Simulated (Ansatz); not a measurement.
**SiH3S (SMILES [SiH2]S): UCCSD(T)/STO-3G**

What is the energy change on altering one bond length of SiH3S at UCCSD(T)/STO-3G? 

Program for the calculation: Ansatz 0.2.0.

31 further runs of the same task are left out: 31 set aside as unsound or not needed.

## (1) The structure to begin with

SiH3S: 5 atoms, total charge 0, spin state doublet. As SMILES, `[SiH2]S`. The coordinates come from a PBE0-D4/def2-TZVP relaxation. This is one conformer, not always the lowest.

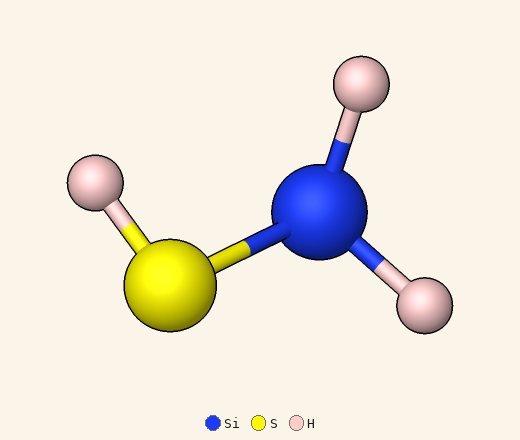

The structure, seen from a chosen angle (silicon blue, sulfur yellow, hydrogen pink).

## (2) The energy at UCCSD(T)/STO-3G

Input file job.yaml:

```yaml
basis:
  gaussian:
    orbitals: STO-3G
crystal:
  periodic: [false, false, false]
  atoms:
    - {symbol: Si, position_ang: [-0.096300, -0.694000, -0.309300]}
    - {symbol: S, position_ang: [0.273100, 1.406000, -0.294500]}
    - {symbol: H, position_ang: [-0.094500, -1.256800, 1.073000]}
    - {symbol: H, position_ang: [-1.440300, -0.843200, -0.929900]}
    - {symbol: H, position_ang: [1.407800, 1.314300, 0.419300]}
total_charge: 0
magnetization:
  spin_polarized: true
  initial_magnetization: 1
correlation:
  method: ccsd_t
  frozen_orbitals: {H: 0, S: 5, Si: 5}
accuracy: high
scf:
  omitted_lower_state_checks: [cluster_reference, increment]
```

Launch:

```sh
$ ansatz run job.yaml --threads 1 --pin off --max-ram 2610MiB --events-out events.jsonl --progress --plain --runs-dir runs
```

The log of the run:

```text
Warning: RAYON_NUM_THREADS=1 ignored (pool sized by the plan → 1); use --threads N
Functional definition: HF
  name "HF"
  exchange = exact_x
  correlation = 0
these checks for a lower state are left out or cut short: cluster_reference, increment
364 factors; integrals over basis functions are off by at most 2.7e-8 eV
mean field evaluation 1: about -18515.8007 eV, gradient 8.9e0 eV
mean field evaluation 2: about -18515.8259 eV, gradient 8.9e0 eV
mean field evaluation 4: about -18516.7488 eV, gradient 1.0e0 eV
mean field evaluation 8: about -18516.7843 eV, gradient 1.1e-2 eV
mean field -18516.78430653 eV, -680.4792721377 hartree, gradient 8.1e-8 eV, S^2 0.752617; 0 other end points of the search recorded, 0 dependent functions left out
10 core orbitals not correlated: weight in the atoms' cores, before any rotation towards them, 1.000 or more for the frozen orbitals, at most 0.000 for the correlated occupied ones
reference -18516.78430653 eV, -680.4792721377 hartree; 7, 6 occupied and 4, 5 virtual orbitals, 364 factors
second order -1.48309501 eV of doubles, -0.00000000 eV of singles
cycle   1  -1.91199153 eV  change   -4.3e-1 eV  update   6.1e-2
cycle   2  -2.15786793 eV  change   -2.5e-1 eV  update   2.6e-2
cycle   3  -2.17043444 eV  change   -1.3e-2 eV  update   7.7e-3
cycle   4  -2.17000802 eV  change    4.3e-4 eV  update   4.1e-3
cycle   5  -2.17023636 eV  change   -2.3e-4 eV  update   1.5e-3
cycle   6  -2.16998411 eV  change    2.5e-4 eV  update   4.4e-4
cycle   7  -2.17002349 eV  change   -3.9e-5 eV  update   1.4e-4
cycle   8  -2.17008193 eV  change   -5.8e-5 eV  update   6.5e-5
cycle   9  -2.17004304 eV  change    3.9e-5 eV  update   2.2e-5
cycle  10  -2.17004099 eV  change    2.0e-6 eV  update   6.7e-6
cycle  11  -2.17004063 eV  change    3.7e-7 eV  update   2.6e-6
cycle  12  -2.17004225 eV  change   -1.6e-6 eV  update   8.7e-7
cycle  13  -2.17004198 eV  change    2.8e-7 eV  update   3.1e-7
cycle  14  -2.17004170 eV  change    2.7e-7 eV  update   1.2e-7
cycle  15  -2.17004167 eV  change    3.5e-8 eV  update   4.9e-8
cycle  16  -2.17004169 eV  change   -2.6e-8 eV  update   2.3e-8
cycle  17  -2.17004160 eV  change    9.3e-8 eV  update   6.6e-8
cycle  18  -2.17004156 eV  change    3.9e-8 eV  update   2.5e-8
cycle  19  -2.17004156 eV  change    5.7e-9 eV  update   8.7e-9
cycle  20  -2.17004156 eV  change   -2.8e-9 eV  update   3.6e-9
cycle  21  -2.17004156 eV  change   -1.9e-9 eV  update   1.2e-9
cycle  22  -2.17004156 eV  change  -1.2e-10 eV  update  4.2e-10
perturbative correction -0.02340188 eV, -0.0008600031 hartree
Total energy: -18518.97774997 eV, -680.5598796973 hartree
Checks for a lower state left out: cluster_reference, increment
```

It took 0.22 s on 1 thread of Intel Xeon Platinum 8488C (Sapphire Rapids), shared host.

## (3) The distorted shape at the same level

Input file in.yaml:

```yaml
crystal:
  periodic: [false, false, false]
  atoms:
    - symbol: Si
      position_ang: [-0.379980, -0.671075, -0.487753]
    - symbol: S
      position_ang: [-0.010580, 1.428925, -0.472953]
    - symbol: H
      position_ang: [-0.378180, -1.233875, 0.894547]
    - symbol: H
      position_ang: [-1.723980, -0.820275, -1.108353]
    - symbol: H
      position_ang: [1.407800, 1.314300, 0.419300]
basis:
  gaussian: {orbitals: STO-3G}
magnetization: {spin_polarized: true, initial_magnetization: 1}
correlation: {method: ccsd_t, frozen_orbitals: {H: 0, S: 5, Si: 5}}
accuracy: high
scf: {omitted_lower_state_checks: [cluster_reference, increment]}
```

Launch:

```sh
$ ansatz run in.yaml --threads 1 --pin off --max-ram 2610MiB --events-out events.jsonl --progress --plain --runs-dir runs
```

The log of the run:

```text
Warning: RAYON_NUM_THREADS=1 ignored (pool sized by the plan → 1); use --threads N
[... 4 set-up lines as earlier in the session ...]
these checks for a lower state are left out or cut short: cluster_reference, increment
364 factors; integrals over basis functions are off by at most 1.4e-8 eV
mean field evaluation 1: about -18514.2437 eV, gradient 9.0e0 eV
mean field evaluation 2: about -18514.2625 eV, gradient 9.0e0 eV
mean field evaluation 4: about -18515.2662 eV, gradient 1.2e0 eV
mean field evaluation 8: about -18515.3106 eV, gradient 3.3e-4 eV
mean field evaluation 16: about -18513.5716 eV, gradient 7.6e0 eV
mean field evaluation 32: about -18511.9907 eV, gradient 1.3e-4 eV
mean field -18515.30942723 eV, -680.4250713232 hartree, gradient 6.8e-8 eV, S^2 0.752915; 3 other end points of the search recorded, 0 dependent functions left out
10 core orbitals not correlated: weight in the atoms' cores, before any rotation towards them, 1.000 or more for the frozen orbitals, at most 0.000 for the correlated occupied ones
reference -18515.30942723 eV, -680.4250713232 hartree; 7, 6 occupied and 4, 5 virtual orbitals, 364 factors
second order -1.79645737 eV of doubles, -0.00000000 eV of singles
cycle   1  -2.34117274 eV  change   -5.4e-1 eV  update   7.5e-2
cycle   2  -2.68106864 eV  change   -3.4e-1 eV  update   3.3e-2
cycle   3  -2.69991773 eV  change   -1.9e-2 eV  update   8.8e-3
cycle   4  -2.70097158 eV  change   -1.1e-3 eV  update   4.7e-3
cycle   5  -2.70164858 eV  change   -6.8e-4 eV  update   2.0e-3
cycle   6  -2.70112885 eV  change    5.2e-4 eV  update   6.7e-4
cycle   7  -2.70126077 eV  change   -1.3e-4 eV  update   2.6e-4
cycle   8  -2.70137097 eV  change   -1.1e-4 eV  update   1.2e-4
cycle   9  -2.70128362 eV  change    8.7e-5 eV  update   5.4e-5
cycle  10  -2.70128772 eV  change   -4.1e-6 eV  update   2.7e-5
cycle  11  -2.70129215 eV  change   -4.4e-6 eV  update   1.3e-5
cycle  12  -2.70130203 eV  change   -9.9e-6 eV  update   5.3e-6
cycle  13  -2.70129854 eV  change    3.5e-6 eV  update   2.3e-6
cycle  14  -2.70129667 eV  change    1.9e-6 eV  update   7.7e-7
cycle  15  -2.70129660 eV  change    7.0e-8 eV  update   3.1e-7
cycle  16  -2.70129693 eV  change   -3.2e-7 eV  update   1.5e-7
cycle  17  -2.70129707 eV  change   -1.4e-7 eV  update   6.7e-8
cycle  18  -2.70129712 eV  change   -5.1e-8 eV  update   4.0e-8
cycle  19  -2.70129710 eV  change    1.7e-8 eV  update   2.5e-8
cycle  20  -2.70129670 eV  change    4.1e-7 eV  update   9.1e-8
cycle  21  -2.70129650 eV  change    2.0e-7 eV  update   3.5e-8
cycle  22  -2.70129647 eV  change    2.8e-8 eV  update   1.1e-8
cycle  23  -2.70129647 eV  change   5.7e-10 eV  update   5.2e-9
cycle  24  -2.70129647 eV  change   -1.1e-9 eV  update   2.4e-9
cycle  25  -2.70129647 eV  change   6.7e-11 eV  update   1.1e-9
perturbative correction -0.02776966 eV, -0.0010205163 hartree
Total energy: -18518.03849336 eV, -680.5253626537 hartree
Checks for a lower state left out: cluster_reference, increment
```

Wall time 0.28 s (1 thread of Intel Xeon Platinum 8488C (Sapphire Rapids), shared host).

## (4) What came out

Level: UCCSD(T)/STO-3G, 10 core orbitals frozen.

| quantity | value |
| --- | --- |
| first shape: total energy | -680.55988 Eh |
| first shape: correlation energy (10 core orbitals frozen) | -80.6 mEh |
| first shape: (T) correction | -0.86 mEh |
| first shape: ⟨S²⟩ of the reference determinant | 0.753 |
| first shape: T1 diagnostic | 0.013 |
| distorted shape: total energy | -680.52536 Eh |
| distorted shape: correlation energy (10 core orbitals frozen) | -100.3 mEh |
| distorted shape: (T) correction | -1.02 mEh |
| distorted shape: ⟨S²⟩ of the reference determinant | 0.753 |
| distorted shape: T1 diagnostic | 0.015 |
| energy change with the S2–H5 bond stretched from 1.344 to 1.680 Å | 0.939 eV |

What this shows: With the S2–H5 bond stretched from 1.344 to 1.680 Å the energy rises by 0.94 eV (90.6 kJ/mol). The first shape isn't relaxed at this level, so the change isn't measured from a minimum. The minimal basis adds a large error of its own. The triples (first shape) make up 1.1 % of the correlation energy. The triples (distorted shape) make up 1.0 % of the correlation energy.
